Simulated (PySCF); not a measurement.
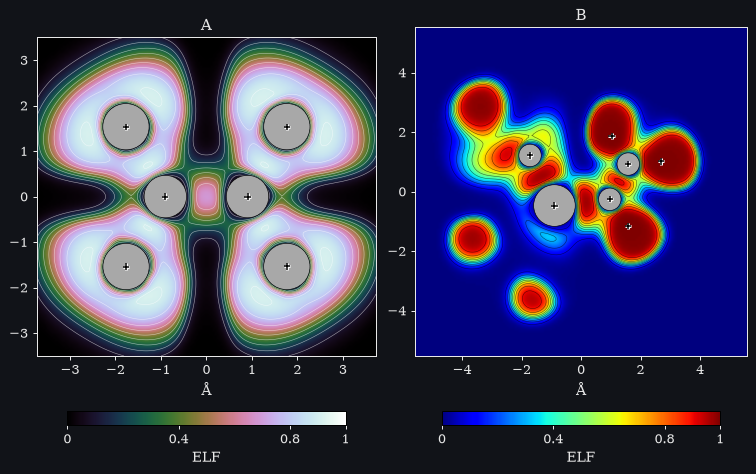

The ELF of 2 systems, each on a plane through atoms (crosses mark nuclei in the plane; grey discs cover the cores).

Computed with PBE0/pcSseg-1, SCF density, gas phase, non-relativistic in PySCF 2.14.0.

System 1: B2Cl4H2 ((Cl2B-mu-H)2), the plane of atoms Cl2, B1 and Cl3. Geometry: PBE0-D3(BJ)/def2-SVP.

```xyz
8

B     0.7678    0.3520   -0.3578
Cl    1.1053    2.0622   -0.0892
Cl    1.8693   -0.6635   -1.2878
H     0.5123   -0.2386    0.8237
B    -0.7338   -0.3736    0.3370
Cl   -1.8339    0.6436    1.2667
Cl   -1.0723   -2.0833    0.0696
H    -0.4765    0.2155   -0.8458
```

System 2: C8H15NSi, the plane of atoms Si1, C12 and H14. Geometry: PBE0-D3(BJ)/def2-SVP.

```
atom    x (Å)    y (Å)    z (Å)
  Si   0.0668   0.4243   0.0456
   C   0.1404   0.6769   1.9023
   C  -0.6278  -0.0024   2.7621
   H   0.8070   1.4503   2.3077
   H  -1.3188  -0.7779   2.4112
   H  -0.6084   0.1832   3.8423
   C   1.8100   0.4802  -0.6445
   C   2.9216   0.4442   0.1010
   H   1.9323   0.4719  -1.7373
   H   2.8811   0.4342   1.1966
   H   3.9249   0.4193  -0.3402
   C  -0.9588   1.7817  -0.7349
   C  -0.4644   2.7179  -1.5531
   H  -2.0236   1.8401  -0.4691
   H   0.5921   2.7270  -1.8452
   H  -1.0835   3.5239  -1.9637
   N  -0.7118  -1.1021  -0.2795
   C  -1.6579  -1.3099  -1.3438
   C  -0.1120  -2.3204   0.2045
   H  -1.2093  -1.8297  -2.2156
   H  -2.0608  -0.3529  -1.7047
   H  -2.5122  -1.9275  -1.0050
   H   0.6056  -2.1096   1.0116
   H  -0.8755  -3.0101   0.6131
   H   0.4329  -2.8690  -0.5909
```

Q: Which map belongs to which system?

A: Panel A is system 1, B2Cl4H2: the plane holds B and Cl. B–Cl (1.76 Å): the ELF peaks at about 0.90 between the atoms; a shared but strongly polarised pair. Panel B is system 2, C8H15NSi: the plane holds Si, C and H. C–C (1.34 Å): the ELF peaks at about 0.90 between the atoms: a short, multiple covalent bond.
